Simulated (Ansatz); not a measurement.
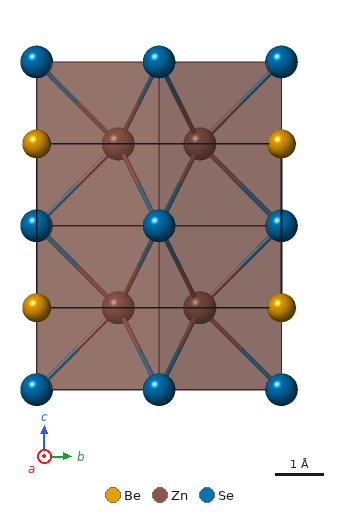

Starting structure of a crystal of BeZn2Se3 (a generated structure, set up in P6/mmm) (coarse preliminary run). The picture is a polyhedral view of the cell of the calculation, seen along the a axis.

Level of theory: DFT PBE, scalar-relativistic, plane waves, PAW in Ansatz 0.2.0.

Input file:
```yaml
crystal:
  lattice:
    - [5.95669579, 0.0, 0.0]
    - [-2.97834789, 5.15864987, 0.0]
    - [0.0, 0.0, 3.45261879]
  atoms:
    - { symbol: Be, position: [0.0, 0.0, 0.0] }
    - { symbol: Zn, position: [0.33333333, 0.66666667, 0.0] }
    - { symbol: Zn, position: [0.66666667, 0.33333333, 0.0] }
    - { symbol: Se, position: [0.5, 0.0, 0.5] }
    - { symbol: Se, position: [0.5, 0.5, 0.5] }
    - { symbol: Se, position: [0.0, 0.5, 0.5] }
basis:
  ecutwfc: 420
kpoints:
  mp_grid: { grid: [3, 3, 6] }
hamiltonian:
  xc: pbe
scf:
  occupations: { method: gaussian, width: 0.1 }
  lower_state_search: "off"
output:
  forces: true
  stress: true
  eigenvalues: true
relax:
  adjacent_minimum: "off"
  f_tol: 0.04
  max_steps: 70
  cell: { stress_tol: 0.4 }
```

Command:
```bash
ansatz run input.yaml --threads 1 --pin off --max-ram 2560MiB --backend cpu --events-out ev --progress --plain --runs-dir out
```

Q: Where does the relaxation end?

A: No atom moves by more than 0.005 Å relative to the cell. Cell: a = b 5.957 → 6.465 Å (+8.5 %), c 3.453 → 3.758 Å (+8.8 %). Volume +28.2 %. Near-neighbour distances that change, for instance: Zn2–Se4 2.437 → 2.648 Å. The space group stays P6/mmm (No. 191). The energy falls by 253 meV per atom in 3 accepted moves (4 points after the start). All forces vanish by symmetry, so only the cell relaxes. The pressure goes from 20.99 to −0.24 GPa. The SCF was repeated once at an unchanged geometry on a basis and grid sized afresh for the cell, which shifted the energy by 2.3 meV per atom at most.

Final geometry:

```
Be Zn Se
1.0
     6.46465    0.00000    0.00000
    -3.23233    5.59855    0.00000
     0.00000    0.00000    3.75786
Be Zn Se
1 2 3
Direct
  0.00000 0.00000 0.00000
  0.33333 0.66667 0.00000
  0.66667 0.33333 0.00000
  0.50000 0.00000 0.50000
  0.50000 0.50000 0.50000
  0.00000 0.50000 0.50000
```

After the run, drawn alike:

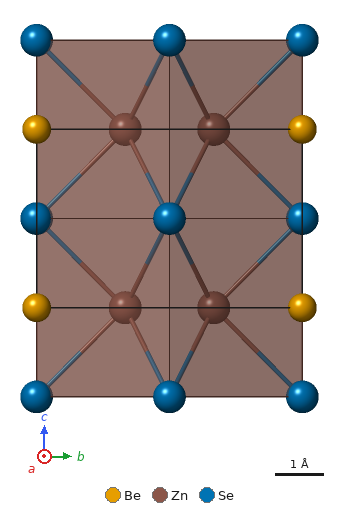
